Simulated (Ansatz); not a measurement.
**Al₂F₂H₆N₂: density, localisation and related maps**

Input file:

```
crystal:
  periodic: [false, false, false]
  atoms:
    - {symbol: F, position_ang: [1.622444, -1.959195, 0.272464]}
    - {symbol: Al, position_ang: [0.130991, -1.273601, 0.555664]}
    - {symbol: N, position_ang: [0.468442, 0.546940, 1.143225]}
    - {symbol: Al, position_ang: [-0.130700, 1.273614, -0.555716]}
    - {symbol: F, position_ang: [-1.622277, 1.958981, -0.272465]}
    - {symbol: N, position_ang: [-0.468480, -0.546897, -1.143159]}
    - {symbol: H, position_ang: [-0.979172, -2.039462, 1.376450]}
    - {symbol: H, position_ang: [-0.085322, 0.865001, 1.931647]}
    - {symbol: H, position_ang: [1.440827, 0.717888, 1.376988]}
    - {symbol: H, position_ang: [0.979295, 2.039468, -1.376727]}
    - {symbol: H, position_ang: [-1.440988, -0.717689, -1.376588]}
    - {symbol: H, position_ang: [0.084950, -0.865047, -1.931762]}
basis:
  gaussian: {orbitals: def2-TZVPP}
hamiltonian: {xc: pbe0, dispersion: d4}
output: {orbitals: {seedname: orbitals}}
```

Command:

```sh
ansatz run in.yaml --threads 4 --pin off --events-out ev --progress --plain --max-ram 11315MiB
```

Geometry: PBE0-D4/def2-TZVP.

The calculation used RKS PBE0-D4/def2-TZVPP (Ansatz 0.2.0).

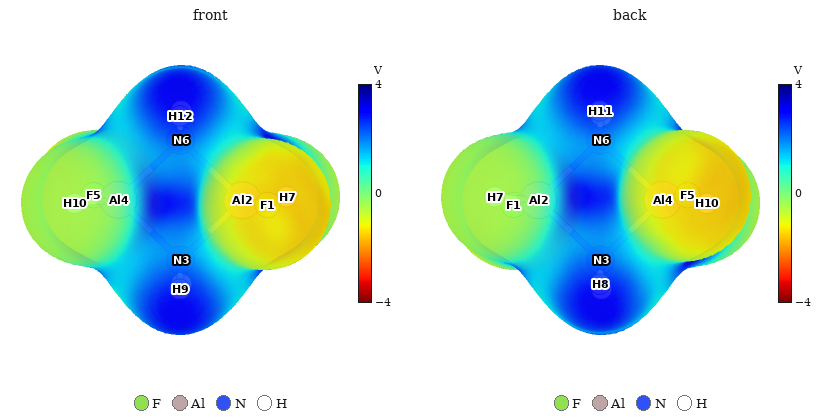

Figure 1. The molecular electrostatic potential painted on the density surface at 0.004 e/bohr³, seen from the front and from behind; red is negative and blue positive.

Q: Which sites attract a positive test charge, and which a negative one?

A: A positive charge is drawn to the negative regions and a negative charge to the positive ones. The most negative region (about −1.6 V) lies over F1 and F5, the most positive (about +3.3 V) over Al2 and Al4.

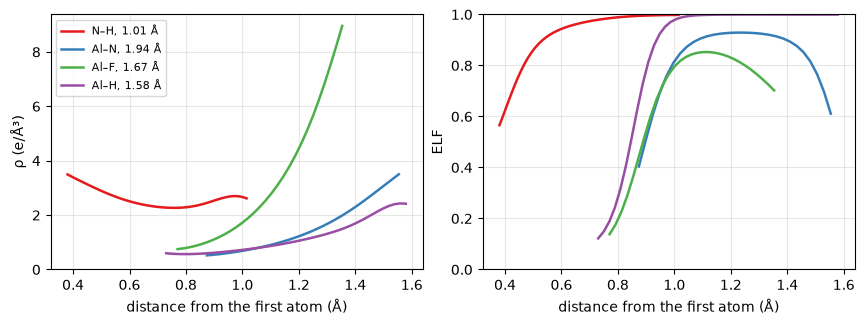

Figure 2. Total electron density and electron localisation function along straight lines between neighbouring atoms. The curves leave out the atomic cores.

Q: What can be read from the curves?

A: N–H (1.01 Å): the density is about 2.9 e/Å³ at the midpoint; the ELF climbs to about 1 towards the hydrogen, as it does in any bond to H (a covalent bond by its length).
Al–N (1.94 Å): ρ is about 0.64 e/Å³ halfway; the ELF peaks at about 0.95 in the valence shell of N, 0.7 Å from its nucleus, and is about 0.75 at the midpoint.
Al–F (1.67 Å): the density is about 0.87 e/Å³ at the midpoint; the ELF peaks at about 0.85 in the valence shell of F, 0.6 Å from its nucleus, and is about 0.30 at the midpoint.
Al–H (1.58 Å): ρ at the midpoint is about 0.57 e/Å³; the ELF climbs to about 1 towards the hydrogen.

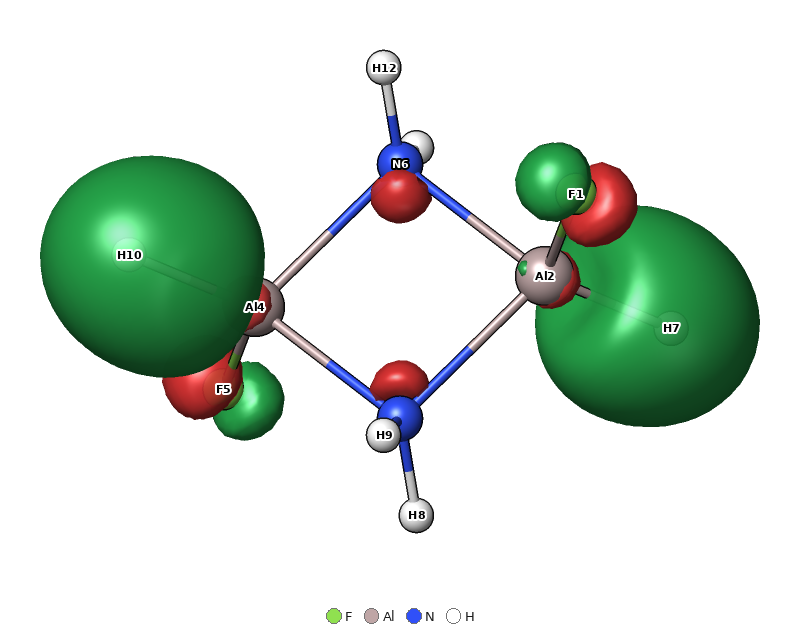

Figure 3. The HOMO−1 at ±0.15 Å⁻³ᐟ² (green and red are the two phases), seen at a tilt.

Q: Where does this orbital lie, and at what energy?

A: Its weight (Hirshfeld) is mainly on H7 (about 25 %), H10 (about 25 %), Al2 (about 20 %) and Al4 (about 20 %); it is gerade (even under inversion). Its energy is −9.13 eV.
